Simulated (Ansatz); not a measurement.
**CH5Si (SMILES C[SiH2]) at USVWN5/aug-cc-pVDZ**

What is the electronic atomisation energy of CH5Si at USVWN5/aug-cc-pVDZ? 

Program for the calculation: Ansatz 0.2.0.

50 further runs of the same task are left out: 50 set aside as unsound or not needed.

### 1 Starting point

The species is CH5Si (7 atoms), meant as a doublet with charge 0. As SMILES, `C[SiH2]`. The coordinates come from a PBE0-D4/def2-TZVP relaxation.

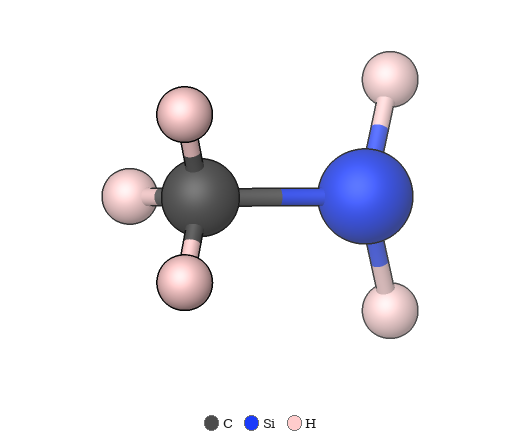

Viewed from a chosen angle; carbon dark grey, silicon blue, hydrogen pink.

### 2 A single-point energy at USVWN5/aug-cc-pVDZ

File in.yaml:

```yaml
crystal:
  periodic: [false, false, false]
  atoms:
    - {symbol: C, position_ang: [-0.122600, -0.803200, 0.095200]}
    - {symbol: Si, position_ang: [0.176200, 1.034800, 0.314000]}
    - {symbol: H, position_ang: [-0.204800, -1.054900, -0.966600]}
    - {symbol: H, position_ang: [0.699200, -1.383300, 0.519500]}
    - {symbol: H, position_ang: [-1.047100, -1.107700, 0.589500]}
    - {symbol: H, position_ang: [-0.951500, 1.846400, -0.225700]}
    - {symbol: H, position_ang: [1.450600, 1.468000, -0.326000]}
basis:
  gaussian:
    orbitals: aug-cc-pVDZ
total_charge: 0
magnetization:
  spin_polarized: true
  initial_magnetization: 1
hamiltonian:
  xc: {name: SVWN5}
accuracy: high
output:
  orbitals: {seedname: orbitals}
```

Started as:

```console
ansatz run in.yaml --threads 1 --pin off --max-ram 3480MiB --events-out events.jsonl --progress --plain --runs-dir runs
```

The program printed:

```text
Warning: RAYON_NUM_THREADS=1 ignored (pool sized by the plan → 1); use --threads N
Functional definition: SVWN5
  name "SVWN5"
  exchange = slater_x
  correlation = vwn5_c
1901 factors; integrals over basis functions are off by at most 3.9e-9 eV
mean field evaluation 1: about -8941.6281 eV, gradient 4.5e1 eV
mean field evaluation 2: about -8920.7583 eV, gradient 6.7e1 eV
mean field evaluation 4: about -8951.8194 eV, gradient 2.3e0 eV
mean field evaluation 8: about -8951.8686 eV, gradient 2.1e-2 eV
mean field evaluation 16: about -8951.8686 eV, gradient 2.5e-6 eV
mean field -8951.86862843 eV, -328.9751043004 hartree, gradient 9.4e-8 eV, S^2 0.751368; 0 other end points of the search recorded, 0 dependent functions left out
reference -8951.86863738 eV, -328.9751046293 hartree; 13, 12 occupied and 82, 83 virtual orbitals, 1901 factors
Total energy: -8951.86863738 eV, -328.9751046293 hartree
```

It took 5.1 s on 1 thread of Intel Xeon Platinum 8259CL at 2.50GHz (Skylake/Cascade Lake), shared host; peak memory 0.28 GiB.

### 3 The C atom at the same level

File input.yaml:

```yaml
crystal:
  periodic: [false, false, false]
  atoms:
    - symbol: C
      position_ang: [0.000000, 0.000000, 0.000000]
basis:
  gaussian:
    orbitals: aug-cc-pVDZ
magnetization:
  spin_polarized: true
  initial_magnetization: 2
hamiltonian:
  xc: {name: SVWN5}
accuracy: high
```

Started as:

```console
ansatz run input.yaml --threads 1 --pin off --max-ram 3480MiB --events-out events.jsonl --progress --plain --runs-dir runs
```

The program printed:

```text
Warning: RAYON_NUM_THREADS=1 ignored (pool sized by the plan → 1); use --threads N
Functional definition: SVWN5
  name "SVWN5"
  exchange = slater_x
  correlation = vwn5_c
195 factors; integrals over basis functions are off by at most 2.5e-9 eV
mean field evaluation 1: about -1019.0841 eV, gradient 5.9e0 eV
mean field evaluation 2: about -1019.1362 eV, gradient 5.5e0 eV
mean field evaluation 4: about -1019.3462 eV, gradient 8.5e-1 eV
mean field evaluation 8: about -1019.3503 eV, gradient 3.3e-5 eV
mean field evaluation 16: about -1019.2823 eV, gradient 3.3e0 eV
mean field evaluation 32: about -1019.3503 eV, gradient 8.7e-9 eV
mean field -1019.35030217 eV, -37.4604326644 hartree, gradient 9.6e-10 eV, S^2 2.002476; 3 other end points of the search recorded, 0 dependent functions left out
reference -1019.35030500 eV, -37.4604327685 hartree; 4, 2 occupied and 19, 21 virtual orbitals, 195 factors
Total energy: -1019.35030500 eV, -37.4604327685 hartree
```

Wall time 0.56 s (1 thread of Intel Xeon Platinum 8259CL at 2.50GHz (Skylake/Cascade Lake), shared host).

### 4 The H atom

File in.yaml:

```yaml
crystal:
  periodic: [false, false, false]
  atoms:
    - {symbol: H, position_ang: [0.000000, 0.000000, 0.000000]}
basis:
  gaussian:
    orbitals: aug-cc-pVDZ
hamiltonian:
  xc: {name: SVWN5}
magnetization:
  spin_polarized: true
  initial_magnetization: 1
accuracy: high
```

Run the same way, it converges to -0.47801 Eh (log not shown).

### 5 The Si atom

File run.yaml:

```yaml
crystal:
  periodic: [false, false, false]
  atoms:
    - {symbol: Si, position_ang: [0.000000, 0.000000, 0.000000]}
basis:
  gaussian: {orbitals: aug-cc-pVDZ}
magnetization: {spin_polarized: true, initial_magnetization: 2}
hamiltonian: {xc: {name: SVWN5}}
accuracy: high
```

Started as:

```console
ansatz run run.yaml --threads 1 --pin off --max-ram 3480MiB --events-out events.jsonl --progress --plain --runs-dir runs
```

The program printed:

```text
Warning: RAYON_NUM_THREADS=1 ignored (pool sized by the plan → 1); use --threads N
Functional definition: SVWN5
  name "SVWN5"
  exchange = slater_x
  correlation = vwn5_c
231 factors; integrals over basis functions are off by at most 3.2e-9 eV
mean field evaluation 1: about -7842.2677 eV, gradient 3.1e0 eV
mean field evaluation 2: about -7842.2964 eV, gradient 2.9e0 eV
mean field evaluation 4: about -7842.3724 eV, gradient 1.3e0 eV
mean field evaluation 8: about -7842.3722 eV, gradient 1.3e0 eV
mean field evaluation 16: about -7842.3206 eV, gradient 2.4e0 eV
mean field evaluation 32: about -7842.3939 eV, gradient 9.6e-8 eV
mean field -7842.39389294 eV, -288.2026598000 hartree, gradient 9.6e-8 eV, S^2 2.001494; 1 other end points of the search recorded, 0 dependent functions left out
reference -7842.39389606 eV, -288.2026599145 hartree; 8, 6 occupied and 19, 21 virtual orbitals, 231 factors
Total energy: -7842.39389606 eV, -288.2026599145 hartree
```

Run time: 0.83 s. Hardware: 1 thread of Intel Xeon Platinum 8259CL at 2.50GHz (Skylake/Cascade Lake), shared host; peak memory 0.1 GiB.

### 6 Results

At USVWN5/aug-cc-pVDZ:

| quantity | value |
| --- | --- |
| molecule: total energy | -328.97510 Eh |
| molecule: HOMO energy (highest over α and β) | -4.77 eV |
| molecule: LUMO energy (lowest over α and β) | -3.50 eV |
| molecule: ⟨S²⟩ | 0.751 |
| C atom: total energy | -37.46043 Eh |
| C atom: ⟨S²⟩ | 2.002 |
| H atom: total energy | -0.47801 Eh |
| H atom: ⟨S²⟩ | 0.750 |
| Si atom: total energy | -288.20266 Eh |
| Si atom: ⟨S²⟩ | 2.001 |
| electronic atomisation energy | 25.088 eV |

In words: Taking the molecule apart into free atoms costs 25.09 eV (2421 kJ/mol), before zero-point energy and without spin-orbit coupling.
